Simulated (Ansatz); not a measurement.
## Single-point calculation, with input and output: CH$_{6}$BrGa

The run: single-point calculation of CH$_{6}$BrGa. Method and program: RKS PBE0-D4/def2-TZVPP (Ansatz 0.2.0).

The geometry is the product side of a reaction. The reaction was set up to form Ga1–Br6 and C2–H5 and to break Ga1–C2 and H5–Br6 (atoms counted from 1 in the order of the input); sticks are drawn by distance alone. The geometry comes from this level: PBE0-D4/def2-TZVP.

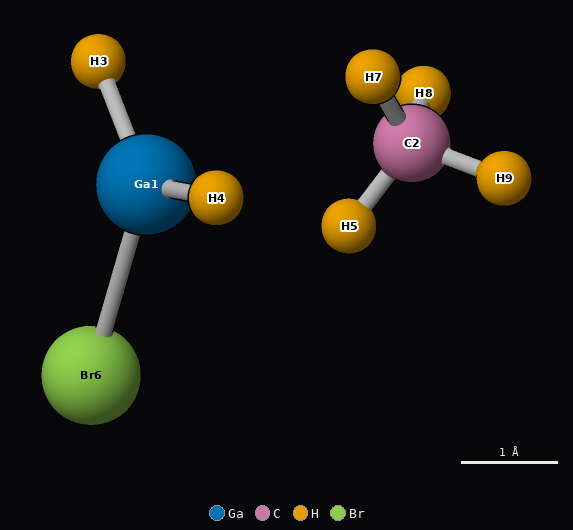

*The input geometry (ball-and-stick view, seen at a tilt; atoms are numbered from 1 in the order of the input). Sticks mark near contacts.*

Bond lengths as drawn: Br–Ga 2.30 Å, C–H 1.09 Å and Ga–H 1.56 Å.

## Summary

| quantity | value |
| --- | --- |
| outcome | converged |
| total energy | −123544.5889 eV |
| mean-field energy | −123544.4551 eV |
| dispersion energy | −0.1338 eV |
| SCF solution under orbital rotations | stable |
| HOMO | −7.94 eV |
| LUMO | −1.44 eV |
| hardware | 4 threads of Arm Neoverse V2, 23 GiB of memory available, shared host |
| wall time | 2.5 s (CPU time 9.5 s) |
| peak memory | 0.61 GiB |

## The input
```yaml
crystal:
  periodic: [false, false, false]
  atoms:
    - {symbol: Ga, position_ang: [-1.614805, -0.516754, 0.156401]}
    - {symbol: C, position_ang: [1.264844, 0.603740, -0.168157]}
    - {symbol: H, position_ang: [-1.853242, -0.210290, -1.350722]}
    - {symbol: H, position_ang: [-1.796588, 0.410481, 1.393113]}
    - {symbol: H, position_ang: [1.013375, -0.426473, 0.098832]}
    - {symbol: Br, position_ang: [-1.082880, -2.705225, 0.640925]}
    - {symbol: H, position_ang: [0.376469, 1.230833, -0.271666]}
    - {symbol: H, position_ang: [1.799251, 0.594797, -1.116780]}
    - {symbol: H, position_ang: [1.893576, 1.018892, 0.618053]}
basis:
  gaussian: {orbitals: def2-TZVPP}
hamiltonian: {xc: pbe0, dispersion: d4}
output: {orbitals: {seedname: orbitals}}
```

Launched with:
```bash
ansatz run in.yaml --threads 4 --pin off --events-out ev --progress --plain --max-ram 9574MiB
```

## What the program printed
```
Functional definition: PBE0
  name "PBE0"
  cite "Adamo & Barone, J. Chem. Phys. 110, 6158 (1999) doi:10.1063/1.478522"
  cite "Perdew, Burke & Ernzerhof, Phys. Rev. Lett. 77, 3865 (1996) doi:10.1103/PhysRevLett.77.3865"
  parent pbe
  parameter a = 0.25
  parameter kappa = 0.804
  parameter beta = 0.06672455060314922
  exchange = (1 - a)*pbe_x(kappa = kappa, mu = beta*pi^2/3) + a*exact_x
  correlation = pbe_c(beta = beta)
1360 factors; their error is unknown
mean field evaluation 1: about -123538.9132 eV, gradient 5.0e1 eV
mean field evaluation 2: about -123537.8652 eV, gradient 5.4e1 eV
mean field evaluation 4: about -123543.8330 eV, gradient 2.4e0 eV
mean field evaluation 8: about -123543.8402 eV, gradient 6.5e-2 eV
mean field evaluation 16: about -123544.4551 eV, gradient 5.5e-5 eV
mean field -123544.45511659 eV, -4540.1749840951 hartree, gradient 5.5e-5 eV, S^2 0.000000; 0 other end points of the search recorded, 0 dependent functions left out
reference -123544.45514818 eV, -4540.1749852564 hartree; 39, 39 occupied and 172, 172 virtual orbitals, 1360 factors
Total energy: -123544.58892672 eV, -4540.1799015267 hartree
```

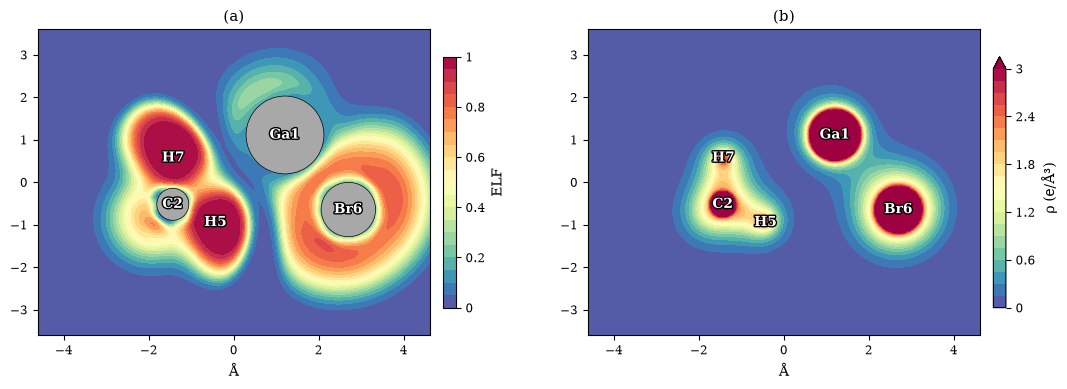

*(a) ELF; (b) electron density on the plane of atoms H5, C2 and H7. Grey discs, where drawn, cover atomic cores.*

Atoms in the plane: Ga, C, H and Br. C2···Ga1 (3.11 Å): ρ at the midpoint is about 0.08 e/Å³; the ELF is only about 0.05 between them. Ga–Br (2.30 Å): ρ is about 0.64 e/Å³ halfway, with its minimum of 0.57 e/Å³ about 1.0 Å from Ga; the ELF peaks at about 0.80 in the valence shell of Br, 1.0 Å from its nucleus, and is about 0.70 at the midpoint.

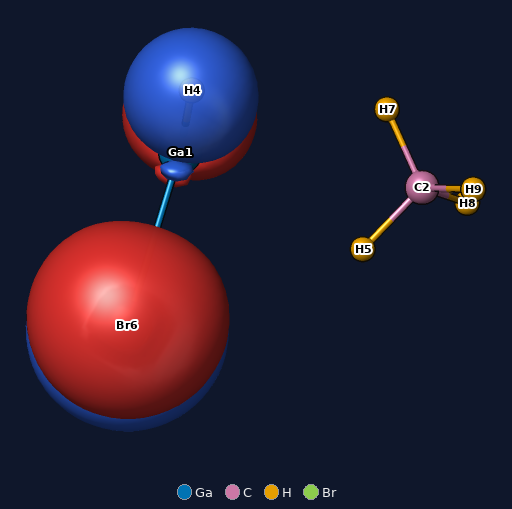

*One frontier orbital at ±0.1 Å⁻³ᐟ² (red and blue are the two phases), seen face on.*

The HOMO, at −7.94 eV.

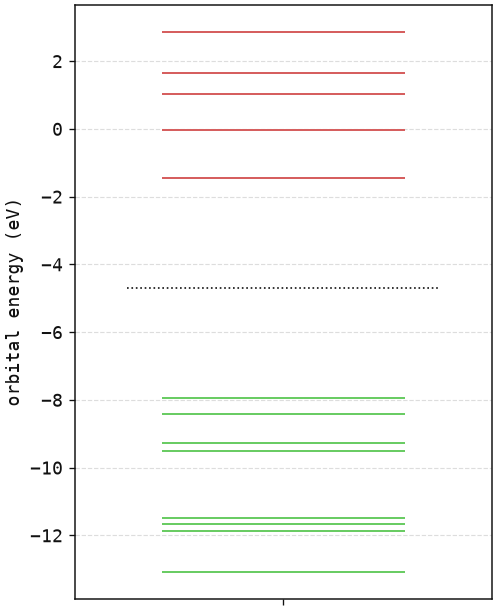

*Orbital energies near the frontier; the dotted line parts filled from empty levels, and levels within 0.02 eV of each other stand side by side.*

Highest filled −7.94 eV, lowest empty −1.44 eV, 6.50 eV apart.
